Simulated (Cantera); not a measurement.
A closed system holds: 1 mol Si3N4, 4.6 mol CO2, 47 mol N2, 0.12 mol N2O, equilibrated at 9.00 bar.

Equilibrium computed with Cantera from the NASA thermochemical tables; the gas is ideal and each condensed phase is pure. Candidate condensed phases: C, Si, SiC, SiO2, Si2N2O, Si3N4; 34 gas species. Mutual solubility and eutectic melting of coexisting phases are not modelled. The tables hold silica as quartz up to 1696 K and as liquid above; real silica turns to tridymite and cristobalite and melts near 1996 K. Rates play no part.

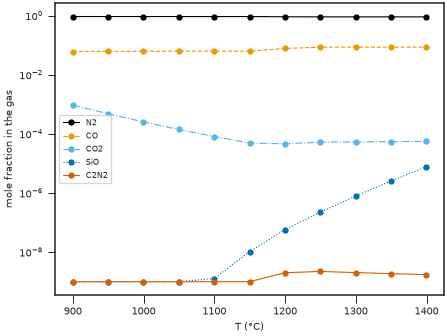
Fig. 1. Equilibrium gas composition (values under 1e-9 drawn at 1e-9)

Question: Read off the mole fractions at 1350 °C.

Answer: N2 about 0.91, CO about 0.086, CO2 about 5.5e-5, SiO about 2.6e-6.
